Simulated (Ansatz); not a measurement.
# Lattice dynamics of YbH3 (Fm-3m)

Aim: the phonons of YbH3 (Fm-3m) at a cell relaxed beforehand at this level. After the zone centre comes a 4×4×4 q mesh on a 16×16×16 k mesh.

Program: Ansatz 0.2.0. Level of theory: DFT PBE, scalar-relativistic, plane waves, PAW. Results are calculated unless marked as measured.

### 1. Set-up

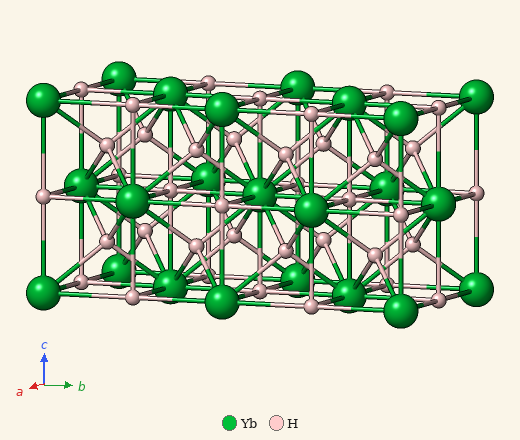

Start, viewed slightly off an axis; ytterbium green, hydrogen pink. 1×2×1 cells are drawn. This picture shows the conventional cell, with its axes. Some periodic images of atoms are drawn too.

### 2. Zone-centre response

The cell comes from relaxations at this level that are not shown. The zone centre comes first: it holds the modes that light can see, as far as symmetry allows. No field response is asked, since the mesh shows no gap.

Contents of input.yaml:

```yaml
crystal:
  lattice:
    - [0.0, 2.5362794435, 2.5362794435]
    - [2.5362794435, 0.0, 2.5362794435]
    - [2.5362794435, 2.5362794435, 0.0]
  atoms:
    - { symbol: Yb, position: [0.0, 0.0, 0.0] }
    - { symbol: H, position: [0.75, 0.75, 0.75] }
    - { symbol: H, position: [0.25, 0.25, 0.25] }
    - { symbol: H, position: [0.5, 0.5, 0.5] }
kpoints:
  mp_grid: { grid: [16, 16, 16] }
hamiltonian:
  xc: pbe
scf:
  occupations: { method: methfessel_paxton, width: 0.2 }
output:
  eigenvalues: true
phonons:
  method: dfpt
```

Run with:

```bash
ansatz run input.yaml --threads 8 --pin off --max-ram 14336MiB --backend cpu --events-out ev --progress --plain --runs-dir out
```

Numbers of over 12 decimals in the logs are rounded to 6 here.

What it wrote:

```text
zone centre: on kpoints.mp_grid the ground state, and the responses unless they are solved on pairs of k-points, stand on 349 of the mesh's 4096 k-points, reduced under 8 symmetry operations, with k and −k counted as one. Each operation leaves every solved displacement unchanged or reverses it
Engine: ansatz 0.2.0, x86_64-unknown-linux-gnu
Pseudopotentials: kind: paw
Pseudopotential: Yb, paw, valence charge 24, recommended cutoff 420 eV (normal), Yb.paw.azcp
Pseudopotential: H, paw, valence charge 1, recommended cutoff 420 eV (normal), H.paw.azcp
Functional definition: PBE
  parameter kappa = 0.804
  parameter beta = 0.066725
  exchange = pbe_x(kappa = kappa, mu = beta*pi^2/3)
  correlation = pbe_c(beta = beta)
Crystal: 4 atoms, lattice volume = 32.630 Å³
Basis set: ecut = 420 eV, 609 PW (Γ), exchange–correlation on 48×48×48 points (8 copies of the dense FFT grid, shifted against one another)
Bands: 18, of which v1, the nominal top of the filled ones, is band 14 counted from 1 (13 counted from 0)
Symmetry: 48 space group operations
k-points: 349 of 4096 (irreducible under 8 space group operations, time reversal used)
Non-local potential: Yb, projectors of the file, l = 0: 3, l = 1: 2, l = 2: 2, l = 3: 3
Non-local potential: H, projectors of the file, l = 0: 2, l = 1: 1
PAW form: soft (Blöchl's): semilocal exchange-correlation on the pseudo side does not see the compensation charge
PAW one-centre angular grid: Yb, 590 points (default); XC on 64 Gauss nodes
PAW one-centre angular grid: H, 110 points (default); XC on 64 Gauss nodes
Initial density: superposition of atomic densities (chi_scale 0.1, normalization cell)
Initial wavefunctions: pseudopotential atomic-orbital guess
Functional: x = pbe(κ = 0.804, μ = 0.219515), c = pbe(β = 0.066725)
SCF iter   1: F=—  HF=-13845.807444 eV  |F-HF|=—  |Δ(HF+E_count)|=         —  Δρ=1.77e-1  dr2=9.62e0  ethr=3.10e-3  ⟨swp⟩=4.9  Hψ=29703  notcnv=0
preconditioner: auto → Kerker (q_TF=auto, 2.644 Å⁻¹)  [metal: Δε(μ)=0.005 eV  Ē_g=10.947 eV  σ=0.200 eV  W_gap=0.02  n_scr=14 (ndim 8)  ℏωp=32.5 eV  f_vac=0.000  D(μ)=15.70/eV (n_scr^D=458)]
SCF iter   2: F=—  HF=-13844.632908 eV  |F-HF|=—  |Δ(HF+E_count)|=    1.17e0  S|Δr|=    0.00e0  Δρ=8.90e-2  dr2=2.64e0  ethr=3.10e-3  ⟨swp⟩=3.0  Hψ=14098  notcnv=0
SCF iter   3: F=—  HF=-13844.160594 eV  |F-HF|=—  |Δ(HF+E_count)|=   4.72e-1  S|Δr|=    0.00e0  Δρ=1.73e-2  dr2=1.14e-1  ethr=3.10e-3  ⟨swp⟩=2.4  Hψ=12696  notcnv=0  defer=9
SCF iter   4: F=—  HF=-13844.150302 eV  |F-HF|=—  |Δ(HF+E_count)|=   1.03e-2  S|Δr|=    0.00e0  Δρ=7.98e-3  dr2=8.24e-3  ethr=4.24e-4  ⟨swp⟩=2.3  Hψ=12678  notcnv=0  defer=12
SCF iter   5: F=—  HF=-13844.159411 eV  |F-HF|=—  |Δ(HF+E_count)|=   9.11e-3  S|Δr|=    0.00e0  Δρ=2.83e-3  dr2=1.46e-3  ethr=3.05e-5  ⟨swp⟩=2.0  Hψ=10699  notcnv=0  defer=18
SCF iter   6: F=—  HF=-13844.158849 eV  |F-HF|=—  |Δ(HF+E_count)|=   5.61e-4  S|Δr|=    0.00e0  Δρ=6.32e-4  dr2=7.57e-5  ethr=5.42e-6  ⟨swp⟩=2.0  Hψ=10953  notcnv=0  defer=18
SCF iter   7: F=—  HF=-13844.158941 eV  |F-HF|=—  |Δ(HF+E_count)|=   9.18e-5  S|Δr|=    0.00e0  Δρ=4.49e-4  dr2=5.59e-5  ethr=2.80e-7  ⟨swp⟩=2.8  Hψ=11598  notcnv=0  defer=18
SCF iter   8: F=—  HF=-13844.158932 eV  |F-HF|=—  |Δ(HF+E_count)|=   9.04e-6  S|Δr|=    0.00e0  Δρ=9.63e-5  dr2=2.52e-6  ethr=2.07e-7  ⟨swp⟩=2.3  Hψ=10009  notcnv=0  defer=18
SCF iter   9: F=—  HF=-13844.158932 eV  |F-HF|=—  |Δ(HF+E_count)|=   4.16e-7  S|Δr|=    0.00e0  Δρ=3.40e-5  dr2=3.21e-7  ethr=9.33e-9  ⟨swp⟩=2.8  Hψ=11941  notcnv=0  defer=18
SCF iter  10: F=—  HF=-13844.158932 eV  |F-HF|=—  |Δ(HF+E_count)|=   3.97e-8  S|Δr|=    0.00e0  Δρ=2.88e-6  dr2=1.44e-9  ethr=1.19e-9  ⟨swp⟩=2.1  Hψ=9513  notcnv=0  defer=18
SCF iter  11: F=—  HF=-13844.158932 eV  |F-HF|=—  |Δ(HF+E_count)|=  7.40e-10  S|Δr|=    0.00e0  Δρ=5.48e-7  dr2=6.30e-11  ethr=5.35e-12  ⟨swp⟩=2.3  Hψ=11545  notcnv=0  defer=18
SCF iter  12: F=-13844.158932 eV  HF=-13844.158932 eV  |F-HF|=5.46e-12  |Δ(HF+E_count)|=  2.18e-11  S|Δr|=    0.00e0  Δρ=7.11e-8  dr2=1.05e-12  ethr=1.00e-12  ⟨swp⟩=8.8  Hψ=39937  notcnv=0
the search or the solves at the SCF's close seem to have found levels that the self-consistency loop had missed (the run counts 1). By its estimate they hold under 1e-12 electrons; where the run keeps them, the occupations were computed again with them
SCF 1 converged in 12 iterations: F = -13844.158932 eV  dr2 = 1.05e-12
  greatest PAW one-centre occupation: 1.008 electrons in one spin orbital (limit 2), on the Yb atom at site 0 (counted from 0), in its partial waves of l = 3
DFPT response loops at Γ: preconditioner auto → Kerker (q_TF=auto, 2.644 Å⁻¹) (partly filled bands, converged f_vac=0.000); β = 1.00, the filter's whole step (`scf.mixing.beta` (0.50) is not read by the response loops under this deck's `scf.mixing.preconditioner`; to damp them name `kerker` or `kerker_dos`, under which they read `scf.mixing.beta`, and type it under 1.00, their step now; both keys bind the ground state too); Broyden in place of MSR1
SCF converged after 12 iterations
Stability not checked: this state was not tested for a lower state beside it, because cold or Methfessel-Paxton smearing, or corrected tetrahedra, fill the levels in a way that the test cannot read (fill_not_monotonic; see scf.lower_state_search)
Free energy (F): -13844.158932 eV
Harris-Foulkes:  -13844.158932 eV  (|F-HF|=5.46e-12)
Internal energy: -13844.264536 eV  (E = F + TS)
E sigma→0 (E₀):  -13844.185333 eV
Entropy (-TS):   0.105603 eV (26.401 meV/atom)
Fermi energy:    12.003091 eV
--- Per-component energies (eV) ---
  E_band       = 57.900438
  E_kinetic    = 405.864373
  E_local      = -5799.506571  (includes V_loc(G=0)·N_el)
  E_nonlocal   = 532.401672
  E_hartree    = 2515.592765
  E_xc         = -196.136294
  E_vxc        = -246.064763  (∫ρ·V_xc dr)
  E_paw        = -7343.414610  (= ΣΔE_a)
  E_vpaw       = 134.023868  (= ΣTr[D̂ρ^β])
  E_aug_tail   = -0.003638  (compensation charges beyond the density's cutoff)
  E_ewald      = -3959.062233
  E_smearing   = 0.105603  (= −TS)
  E_closure    = -0.000000  (closes the sum)
  Σ components = -13844.158932   (vs F -13844.158932, Δ=0.00e0)
--- Band table (eV; the first three rows and the last of 349) ---
  k-point 0: bands = [... 10 lower, 11.7809, 11.7809, 13.4745, 14.7887, 15.1698, 15.1698, 15.1698, 18.0880]
  k-point 1: bands = [... 10 lower, 11.7748, 11.7810, 13.1303, 14.6729, 15.2231, 15.2231, 15.6974, 17.9817]
  k-point 2: bands = [... 10 lower, 11.7588, 11.7815, 12.6075, 14.3741, 15.3546, 15.3546, 16.7834, 17.7546]
  k-point 348: bands = [... 10 lower, 11.7522, 11.7664, 11.7849, 11.7849, 15.0570, 20.1137, 20.1137, 20.1999]
--- Phonons (Γ-DFPT): 3 representative perturbations + reference, on 349 of 4096 k-points (Σ response iterations 9) ---
  k mesh reduced under 8 symmetry operations, with k and −k counted as one. Each operation leaves every solved displacement unchanged or reverses it
  ASR residual: 7.036e-6 → 0.000e0 eV/Å²; symmetrization residual: 1.286e-7 eV/Å²
  ASR residual per site (eV/Å²): 7.04e-6 5.66e-6 5.66e-6 1.67e-6
  Γ frequencies (cm⁻¹): 0.00 0.00 0.00 530.19 530.19 530.19 1028.71 1028.71 1028.71 1104.48 1104.48 1104.48
  non-analytic LO–TO correction: not included (Born effective charges unavailable; polar crystals: no LO–TO splitting at Γ)
```

It took 12 s on 8 threads of Intel Xeon Platinum 8259CL at 2.50GHz (Skylake/Cascade Lake), shared host; peak memory 0.96 GiB; 77 s of CPU time.

This step gave:

- volume per atom: 8.158 Å³
- gap on the k-mesh: 0 eV
- sum-rule residual before enforcement: 7.04e-6 eV/Å²
- point group: m-3m
- highest optical mode at the zone centre (no LO-TO term): 1104 cm⁻¹
- lowest optical zone-centre mode: 530.2 cm⁻¹

Patterns of degenerate modes are one choice out of their space. Modes at Γ, with each element's share of the kinetic energy:

```
mode  frequency (cm⁻¹)  symmetry  Yb %  H %
   1               0.0  acoustic    98    2
   2               0.0  acoustic    98    2
   3               0.0  acoustic    98    2
   4             530.2       T1u     1   99
   5             530.2       T1u     1   99
   6             530.2       T1u     1   99
   7            1028.7       T1u     1   99
   8            1028.7       T1u     1   99
   9            1028.7       T1u     1   99
  10            1104.5       T2g     0  100
  11            1104.5       T2g     0  100
  12            1104.5       T2g     0  100
```

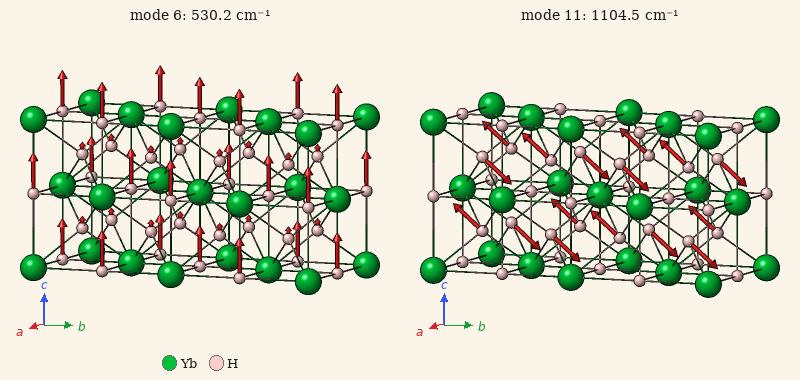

Displacement patterns of modes 6 and 11 at Γ; arrows are exaggerated. 1×2×1 conventional cells are drawn. Some periodic images of atoms are drawn too.

Before it was imposed, the acoustic sum rule was missed by 7.0e-6 eV/Å². Small misses are needed for a sound result but don't prove that mesh and cutoff are converged. The lowest optical mode is real, 530 cm⁻¹.

### 3. The dispersion

Stability and thermal properties need the whole zone. Linear response on a 4×4×4 q mesh gives force constants as far as a supercell of that size would.

Edit input.yaml of step 2 so:

```diff
@@ -20 +20,8 @@
   method: dfpt
+  qmesh: [4, 4, 4]
+  temperatures: { t_max: 1000, t_step: 50 }
+  qpath:
+    path:
+      - [[0.0, 0.0, 0.0], [0.5, 0.0, 0.5], [0.625, 0.25, 0.625]]
+      - [[0.375, 0.375, 0.75], [0.0, 0.0, 0.0], [0.5, 0.5, 0.5], [0.5, 0.25, 0.75], [0.5, 0.0, 0.5]]
+    npoints: 10
```

What it wrote:

```text
[...]
Crystal: 4 atoms, lattice volume = 32.630 Å³
Basis set: ecut = 420 eV, 609 PW (Γ), exchange–correlation on 48×48×48 points (8 copies of the dense FFT grid, shifted against one another)
Bands: 18, of which v1, the nominal top of the filled ones, is band 14 counted from 1 (13 counted from 0)
[... 1 set-up line as in the run before ...]
k-points: 145 of 4096
[...]
SCF iter   1: F=—  HF=-13845.807438 eV  |F-HF|=—  |Δ(HF+E_count)|=         —  Δρ=1.77e-1  dr2=9.62e0  ethr=3.10e-3  ⟨swp⟩=5.0  Hψ=12338  notcnv=0
[...]
SCF iter  12: F=-13844.158932 eV  HF=-13844.158932 eV  |F-HF|=1.82e-12  |Δ(HF+E_count)|=  1.82e-11  S|Δr|=    0.00e0  Δρ=7.07e-8  dr2=1.06e-12  ethr=1.00e-12  ⟨swp⟩=9.0  Hψ=16775  notcnv=0
[...]
SCF 1 converged in 12 iterations: F = -13844.158932 eV  dr2 = 1.06e-12
[...]
phonons: the bands overlap, so this run is a metal and interpolates without the dipole-dipole term. If the crystal is really an insulator or semiconductor, its LO-TO splitting is missing
NSCF: frozen V_eff on 145 k-points
[...]
DFPT response loops at q = (0, 0, 0) (fractional): preconditioner auto → Kerker (q_TF=auto, 2.644 Å⁻¹) (partly filled bands, converged f_vac=0.000); β = 1.00, the filter's whole step (`scf.mixing.beta` (0.50) is not read by the response loops under this deck's `scf.mixing.preconditioner`; to damp them name `kerker` or `kerker_dos`, under which they read `scf.mixing.beta`, and type it under 1.00, their step now; both keys bind the ground state too); Broyden in place of MSR1
[...]
SCF converged after 12 iterations
[...]
Free energy (F): -13844.158932 eV
[...]
Internal energy: -13844.264536 eV  (E = F + TS)
E sigma→0 (E₀):  -13844.185333 eV
Entropy (-TS):   0.105603 eV (26.401 meV/atom)
Fermi energy:    12.003091 eV
[...]
--- Band table (eV; the first three rows and the last of 145) ---
  k-point 0: bands = [... 10 lower, 11.7809, 11.7809, 13.4745, 14.7887, 15.1698, 15.1698, 15.1698, 18.0880]
  k-point 1: bands = [... 10 lower, 11.7748, 11.7810, 13.1303, 14.6729, 15.2231, 15.2231, 15.6974, 17.9817]
  k-point 2: bands = [... 10 lower, 11.7588, 11.7815, 12.6075, 14.3741, 15.3546, 15.3546, 16.7834, 17.7546]
  k-point 144: bands = [... 10 lower, 11.7522, 11.7664, 11.7849, 11.7849, 15.0570, 20.1137, 20.1137, 20.1999]
--- Phonons (Γ-DFPT): 3 representative perturbations + reference (Σ response iterations 9) ---
  ASR residual: 6.598e-6 → 0.000e0 eV/Å²; symmetrization residual: 8.704e-8 eV/Å²
  ASR residual per site (eV/Å²): 6.60e-6 6.41e-6 6.41e-6 2.03e-6
[...]
--- Phonons (arbitrary-q DFPT): 8 irreducible q on the 4×4×4 mesh ---
  q = [0.0000, 0.0000, 0.0000] (star 1, of the zone-centre solve; hermiticity 2.74e-8, symmetrization 4.02e-12): -0.00 0.00 0.00 530.19 530.19 530.19 1028.71 1028.71 1028.71 1104.48 1104.48 1104.48
  q = [0.0000, 0.0000, 0.2500] (star 8, 3 solved perturbations on 2176 of 4096 k-point pairs; hermiticity 7.26e-8, symmetrization 2.96e-8): 63.74 63.74 107.85 454.33 553.77 553.77 1019.03 1023.44 1023.44 1057.71 1094.20 1094.20
[...]
q = [0.0000, 0.2500, 0.2500] (star 6, 6 solved perturbations in 5424 linear systems a pass and spin channel, the states on 1160 of 4096 k-point pairs; hermiticity 4.99e-8, symmetrization 3.55e-9): 81.12 81.12 105.14 487.11 514.37 514.37 1010.63 1010.63 1035.83 1035.93 1090.52 1090.52
[...]
sum rule: each row above includes the acoustic sum rule's correction from the zone centre's row sums; it moved no ω² by more than (1.31 cm⁻¹)²
  mesh force constants: q→R imaginary residual 1.66e-18; ASR residual 6.598e-6 → 0.000e0 eV/Å²; symmetrization residual 3.553e-15 eV/Å²
  interpolated dispersion: 62 rows × 12 modes
  density of states and harmonic sums: on the 24×24×24 q-mesh, interpolated from the force constants of a 4×4×4 supercell (no non-analytic term)
  largest difference from the sums on the solved wave vectors: F 1.35e-2 eV, S 1.68e-5 and C_V 4.05e-6 eV/K
  zero-point energy: 0.494827 eV/cell   skipped modes (ω ≤ 0): 31, of them read as no rigid motion or as one in doubt: 28 (5.534e-2 modes/cell left out, lowest -124.46 cm⁻¹)   left out of the sums: 4.63e-3 of the cell's modes: C_V's classical limit lies that fraction below 3 k_B per atom; for a crystal, a wire or a layer, F and S can be off by more, and a phonons.interpolated_qmesh denser along its periods is the remedy for the sampling
```

Elapsed: 6.8 min, on 8 threads; peak memory 5.9 GiB; 49 min of CPU time.

This step gave:

* sum-rule residual before enforcement: 6.60e-6 eV/Å²
* lowest frequency on the path: -124.5 cm⁻¹
* highest frequency on the path or at a solved wavevector: 1111 cm⁻¹
* lowest mode on the q mesh (acoustic modes at Γ apart): -124.5 cm⁻¹

Frequencies (cm⁻¹) solved at each irreducible wavevector; negative means imaginary. Frequencies by wavevector, by row:

```
q in reciprocal lattice units  star  mode 1  mode 2  mode 3  mode 4  mode 10  mode 11  mode 12
                        0 0 0     1       0       0       0   530.2     1104     1104     1104
                     0 0 0.25     8    63.7    63.7   107.8   454.3     1058     1094     1094
                     0 0 -0.5     4    87.4    87.4   143.5   375.2     1075     1096     1096
                  0 0.25 0.25     6    81.1    81.1   105.1   487.1     1036     1090     1090
                  0 0.25 -0.5    24    78.1    87.7   128.7   374.4     1036     1077     1086
                 0 0.25 -0.25    12    76.2    97.4   127.1   451.4     1043     1066     1073
                  0 -0.5 -0.5     3  -124.5    83.8    83.8   249.4     1048     1048     1069
              0.25 -0.5 -0.25     6    77.2    77.2   105.5   380.6     1042     1042     1111
```

Interpolated from a 4×4×4 q mesh. The phonon branches at the labelled points (cm⁻¹):

```
    point  branch 1  branch 2  branch 3  branch 4  branch 9  branch 10  branch 11  branch 12
        Γ         0         0         0       530      1029       1104       1104       1104
        X      -124        84        84       249      1041       1048       1048       1069
        U        51        84       113       318      1020       1046       1047       1100
jump to K        51        84       113       318      1020       1046       1047       1100
        Γ         0         0         0       530      1029       1104       1104       1104
        L        87        87       144       375      1012       1075       1096       1096
        W        77        77       106       381      1018       1042       1042       1111
        X      -124        84        84       249      1041       1048       1048       1069
```

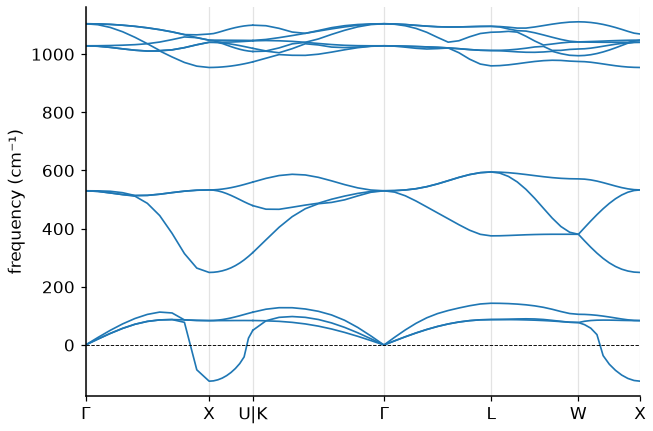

Phonon branches along the path.

The phonon density of states has structure finer than the step of the table below, so its rows give means over 50 cm⁻¹, whole bins alone (the curve runs from -125 to 1115 cm⁻¹). Peaks (cm⁻¹: height): 85.0: 0.0916, 125.0: 0.0340, 575.0: 0.0263, 1015.0: 0.0842, 1085.0: 0.0597.

Tetrahedra on a 24×24×24 mesh, mean over bins of 10 cm-1. Interpolated from a 4×4×4 q mesh. Table of phonon density of states by wavenumber; means over each step:

```
wavenumber (cm⁻¹)  phonon density of states (1/cm⁻¹/cell)
             -100                                  3.4e-4
              -50                                  4.9e-4
                0                                  6.5e-4
               50                                  0.0113
              100                                  0.0394
              150                                 0.00786
              200                                       0
              250                                  3.7e-4
              300                                 0.00155
              350                                 0.00372
              400                                 0.00832
              450                                 0.00794
              500                                  0.0129
              550                                  0.0179
              600                                 0.00733
              650                                       0
              700                                       0
              750                                       0
              800                                       0
              850                                       0
              900                                       0
              950                                 0.00465
             1000                                  0.0438
             1050                                  0.0422
```

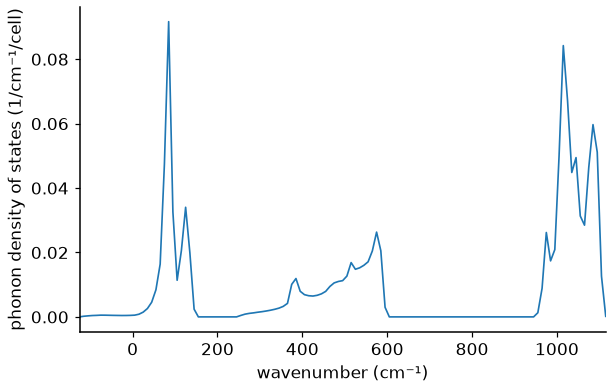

Phonon density of states against wavenumber.

The partial phonon density of states has structure finer than the step of the table below, so its rows give means over 100 cm⁻¹, whole bins alone (the curve runs from -129 to 1154 cm⁻¹). Peaks (cm⁻¹: height): H 572.8: 0.0224, 1016.7: 0.0695, 1081.2: 0.0502; Yb 80.6: 0.0585.

Phonopy on the run's constants, 19x19x19 mesh, Gaussian sigma 9.2 cm-1. Interpolated from a 4×4×4 q mesh. The partial phonon density of states by wavenumber; means over each step; values in 1/cm⁻¹/cell:

```
wavenumber (cm⁻¹)        H       Yb
                0   1.0e-4  0.00128
              100   4.2e-4   0.0276
              200   1.4e-5   2.5e-4
              300  0.00133   2.7e-4
              400  0.00693   1.7e-4
              500   0.0125   7.4e-5
              600  0.00866   3.2e-5
              700        0        0
              800        0        0
              900   1.2e-4        0
             1000   0.0363   6.8e-5
             1100   0.0235   6.6e-6
```

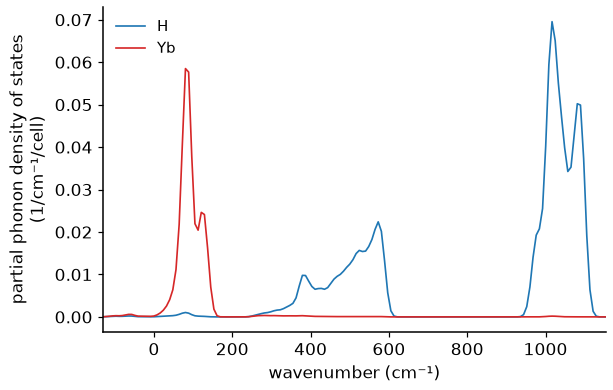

Partial phonon density of states, plotted against wavenumber.

Symmetry leaves 8 wavevectors to solve. The lowest mode among them, the acoustic zeros apart, lies at q = (0, -0.5, -0.5) and is imaginary, 124.5i cm⁻¹, so the energy falls along it.

### 4. Results

```yaml
space_group_within_0p01_a: Fm-3m
volume_per_atom: 8.16 Å³
electronic_character: no gap on this mesh
highest_optical_mode_at_the_zone_centre_no_lo_to_term: 1104 cm⁻¹
lowest_optical_zone_centre_mode: 530 cm⁻¹
lowest_mode_on_the_q_mesh_acoustic_modes_at_gamma_apart: -124 cm⁻¹
highest_frequency_on_the_path_or_at_a_solved_wavevector: 1111 cm⁻¹
imaginary_modes_on_the_4x4x4_q_mesh: yes
```

Modes are clearly imaginary (beyond 10i cm⁻¹) at 1 of the 8 irreducible wavevectors, most at q = (0, -0.5, -0.5) (124.5i cm⁻¹), so this structure is not a minimum of the energy. The optical modes at Γ span 530 to 1104 cm⁻¹. The highest mode in this list at Γ, 1104.5 cm⁻¹, is mostly motion of H (100 % of the kinetic energy). With no gap, or one that is small against the smearing, the frequencies hang on the k mesh and the smearing, most of all near Kohn anomalies. The phonon runs are without spin polarisation, although the cell has an odd electron count. The 4f shell is treated without a U, so valence and screening may be off. Spin-orbit coupling is left out, which can matter for the heavy elements here. A phonon run warned that its eigensolver left some bands unconverged in a pass. These are harmonic frequencies at zero temperature: anharmonic shifts, linewidths and thermal expansion are left out.

[Logs are printed without paths, hosts, clocks, repeated set-up lines and the standing remarks that a program may print on its own settings, such as how far it seeks lower states.]

[Hosts, paths, dates, database ids (printed as entryN), source tags and the programs' standing remarks are cut or masked in the printed files.]
